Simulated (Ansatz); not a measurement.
System: La2O2 (quintet).

Input file:

```
crystal:
  periodic: [false, false, false]
  atoms:
    - {symbol: La, position_ang: [-0.150910, 1.690314, -0.674213]}
    - {symbol: La, position_ang: [-0.411831, -1.748473, 0.333842]}
    - {symbol: O, position_ang: [-0.319283, 0.350361, 1.110769]}
    - {symbol: O, position_ang: [0.882013, -0.292192, -0.770387]}
basis:
  gaussian: {orbitals: def2-TZVP, initial_orbitals: start.molden}
magnetization: {spin_polarized: true, initial_magnetization: 4}
hamiltonian: {xc: pbe0, dispersion: d4}
scf: {omitted_lower_state_checks: [starts]}
output: {orbitals: {seedname: orbitals}}
```

Run with:

```sh
ansatz run in.yaml --threads 4 --pin off --events-out ev --progress --plain --max-ram 3916MiB
```

Geometry: PBE0-D4/def2-TZVP; core potentials replace the inner electrons of La.

Method: UKS PBE0-D4/def2-TZVP (Ansatz).

**What will maps of the electron density, electron localisation function and spin density show?**

La–O (2.24 Å): ρ is about 0.63 e/Å³ halfway; the ELF is about 0.30 at the midpoint; a closed-shell, largely ionic contact.
La–La (3.59 Å): the density is about 0.2 e/Å³ at the midpoint; the ELF is about 0.10 at the midpoint.
The unpaired spin (4 electrons) lies mostly on La1 (about 1.4), La2 (about 1.4), O3 (about 0.6) and O4 (about 0.6), in electrons by Hirshfeld's partition.

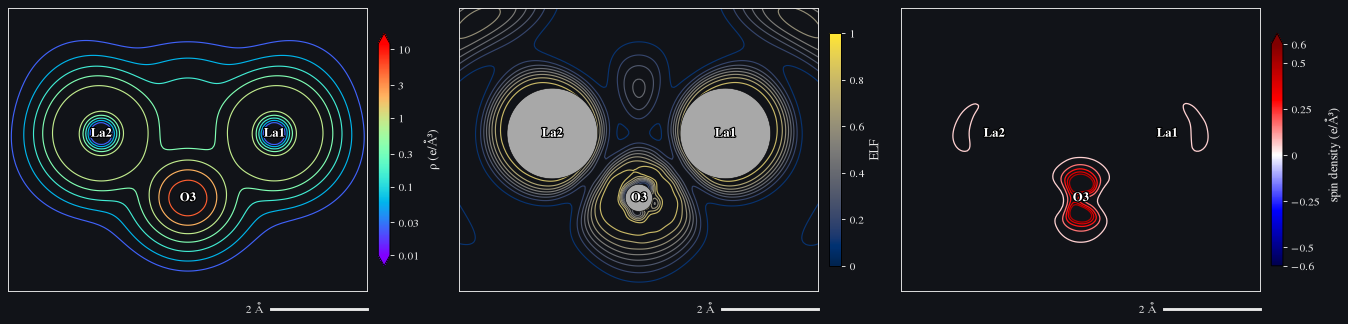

Computed electron density, electron localisation function and spin density on the plane of atoms La2, La1 and O3, in this order. Grey discs cover the atomic cores in the ELF map. 
